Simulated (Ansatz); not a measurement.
## Run report: C2H11B2NSi, phonon calculation

- system: C2H11B2NSi, SMILES BC(B)(N)[SiH2]C
- method: RKS PBE/def2-SVP (Ansatz 0.2.0)

It belongs to a series of runs on one base structure; here: vibrations at the highest image of the band. Figures and captions count atoms from 1; the log counts them from 0 in places.

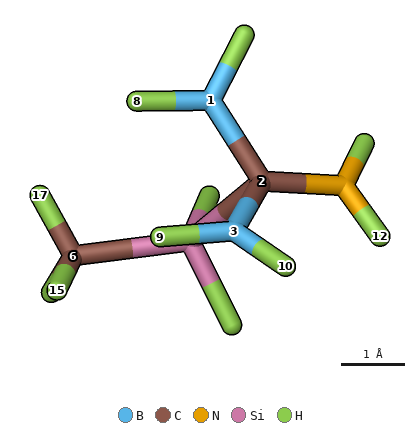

**Figure 1.** The input geometry (stick view, seen at a tilt; atoms are numbered from 1 in the order of the input). Bond lengths as drawn: B–C 1.53 Å, B–H 1.21 to 1.22 Å, C–H 1.11 Å, C–N 1.40 Å, C–Si 1.89 to 2.01 Å, H–N 1.02 Å and H–Si 1.51 Å.

The input:
```yaml
crystal:
  periodic: [false, false, false]
  atoms:
    - { symbol: B, position_ang: [-1.673603, -0.522832, -0.089414] }
    - { symbol: C, position_ang: [-0.269827, -1.046811, 0.240614] }
    - { symbol: B, position_ang: [0.435181, -1.341215, -1.0897] }
    - { symbol: "N", position_ang: [0.00683, -1.761721, 1.414855] }
    - { symbol: Si, position_ang: [0.5186, 0.785733, 0.519026] }
    - { symbol: C, position_ang: [0.465736, 2.188673, -0.745507] }
    - { symbol: H, position_ang: [-2.62552, -0.873423, 0.589914] }
    - { symbol: H, position_ang: [-1.846045, 0.260014, -1.001451] }
    - { symbol: H, position_ang: [0.34712, -0.569923, -2.023542] }
    - { symbol: H, position_ang: [1.115146, -2.348409, -1.205208] }
    - { symbol: H, position_ang: [-0.60246, -1.687402, 2.226461] }
    - { symbol: H, position_ang: [0.897217, -2.238636, 1.537353] }
    - { symbol: H, position_ang: [-0.132973, 1.23373, 1.80323] }
    - { symbol: H, position_ang: [1.953338, 0.459489, 0.849125] }
    - { symbol: H, position_ang: [0.960579, 1.902616, -1.693752] }
    - { symbol: H, position_ang: [1.005072, 3.061897, -0.321477] }
    - { symbol: H, position_ang: [-0.573389, 2.497621, -0.970327] }
basis:
  gaussian: { orbitals: def2-SVP }
hamiltonian:
  xc: pbe
phonons: {}
```

Run on 2 threads of Arm Neoverse V2, 24 GiB of memory available, shared host.

Launched with:
```bash
ansatz run input.yaml --threads 2 --pin off --max-ram 3072MiB --backend cpu --events-out ev --progress --plain --runs-dir out
```

Log:
```
Engine: ansatz 0.2.0, aarch64-unknown-linux-gnu
Functional definition: PBE
  parameter kappa = 0.804
  parameter beta = 0.06672455060314922
  exchange = pbe_x(kappa = kappa, mu = beta*pi^2/3)
  correlation = pbe_c(beta = beta)
1630 factors; their error is unknown
mean field evaluation 1: about -12940.3781 eV, gradient 7.6e1 eV
mean field evaluation 2: about -12896.4148 eV, gradient 1.4e2 eV
mean field evaluation 4: about -12954.5905 eV, gradient 1.1e1 eV
mean field evaluation 8: about -12954.8830 eV, gradient 3.5e-1 eV
mean field evaluation 16: about -12954.8016 eV, gradient 1.8e-3 eV
mean field -12954.80161709 eV, -476.0801783481 hartree, gradient 2.6e-5 eV, S^2 0.000000; 0 other end points of the search recorded, 0 dependent functions left out
the calculation of the forces begins
reference -12954.80166186 eV, -476.0801799936 hartree; 27, 27 occupied and 116, 116 virtual orbitals, 1630 factors
these checks for a lower state are left out or cut short: stability, starts, cluster_reference, orbital_swaps, neighbouring_geometries, increment
1630 factors; their error is unknown
mean field -12954.80149185 eV, -476.0801737458 hartree, gradient 2.3e-6 eV, S^2 0.000000; 0 other end points of the search recorded, 0 dependent functions left out
[... from here on the field's lines of each further geometry are left out, up to the last ...]
the calculation of the forces begins
reference -12954.80164624 eV, -476.0801794195 hartree; 27, 27 occupied and 116, 116 virtual orbitals, 1630 factors
these checks for a lower state are left out or cut short: stability, starts, cluster_reference, orbital_swaps, neighbouring_geometries, increment
1630 factors; their error is unknown
mean field -12954.80160279 eV, -476.0801778227 hartree, gradient 1.3e-6 eV, S^2 0.000000; 0 other end points of the search recorded, 0 dependent functions left out
the calculation of the forces begins
reference -12954.80164757 eV, -476.0801794682 hartree; 27, 27 occupied and 116, 116 virtual orbitals, 1630 factors
WARN: phonons: modes at or below zero, which the zero-point energy, F, S and C_V leave out: 2, the lowest at -352.10 cm⁻¹. A minimum has none, and a first-order saddle one
Total energy: -12954.80166186 eV, -476.0801799936 hartree
Atom 0 at    -1.673603    -0.522832    -0.089414 Å, force    -0.002066     0.005300     0.005132 eV/Å
Atom 1 at    -0.269827    -1.046811     0.240614 Å, force    -0.000669    -0.004679    -0.012942 eV/Å
Atom 2 at     0.435181    -1.341215    -1.089700 Å, force     0.006241    -0.001985    -0.003844 eV/Å
Atom 3 at     0.006830    -1.761721     1.414855 Å, force     0.003505    -0.000476     0.002208 eV/Å
Atom 4 at     0.518600     0.785733     0.519026 Å, force    -0.000583     0.003215     0.004684 eV/Å
Atom 5 at     0.465736     2.188673    -0.745507 Å, force    -0.001454    -0.000350    -0.000628 eV/Å
Atom 6 at    -2.625520    -0.873423     0.589914 Å, force     0.002500     0.003918     0.004790 eV/Å
Atom 7 at    -1.846045     0.260014    -1.001451 Å, force    -0.001892    -0.002031    -0.003058 eV/Å
Atom 8 at     0.347120    -0.569923    -2.023542 Å, force    -0.001200    -0.001110    -0.000932 eV/Å
Atom 9 at     1.115146    -2.348409    -1.205208 Å, force     0.000404     0.000036     0.002332 eV/Å
Atom 10 at    -0.602460    -1.687402     2.226461 Å, force    -0.002169    -0.000825     0.001066 eV/Å
Atom 11 at     0.897217    -2.238636     1.537353 Å, force    -0.000300     0.000709     0.000495 eV/Å
Atom 12 at    -0.132973     1.233730     1.803230 Å, force    -0.001860    -0.001955    -0.000120 eV/Å
Atom 13 at     1.953338     0.459489     0.849125 Å, force    -0.002196    -0.000654     0.000704 eV/Å
Atom 14 at     0.960579     1.902616    -1.693752 Å, force     0.000256    -0.000181    -0.000790 eV/Å
Atom 15 at     1.005072     3.061897    -0.321477 Å, force     0.000948     0.000595     0.001179 eV/Å
Atom 16 at    -0.573389     2.497621    -0.970327 Å, force     0.000537     0.000472    -0.000276 eV/Å
Dipole moment:     0.171692     0.046941     0.321429 e Å
Vibrations: -352.10 -88.64 68.24 80.91 155.27 174.82 210.22 304.87 347.24 369.63 447.31 466.18 506.46 583.69 674.01 677.00 712.30 772.67 822.94 854.45 858.97 887.67 896.21 904.15 922.15 993.76 1132.70 1162.24 1212.29 1273.29 1340.33 1373.32 1384.86 1547.52 2140.57 2141.83 2491.00 2501.39 2595.07 2603.59 2979.09 3077.62 3099.22 3524.09 3648.86 cm⁻¹, zero-point energy 3.404606 eV
```

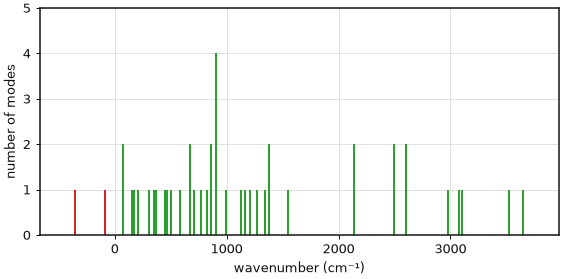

**Figure 2.** Harmonic vibrational wavenumbers from the force constants; neighbouring modes closer than 18 cm⁻¹ are counted in one stick, and imaginary ones are drawn at negative wavenumbers. 45 modes from 352i to 3649 cm⁻¹, 2 imaginary beyond 8i (352i, 89i cm⁻¹): not a minimum.

Key numbers:

- outcome: converged
- total energy: −12954.8017 eV
- mean-field energy: −12954.8017 eV
- largest force (length of the vector): 0.014 eV/Å
- wall time: 3 min (CPU time 5.9 min)
- peak memory: 0.2 GiB
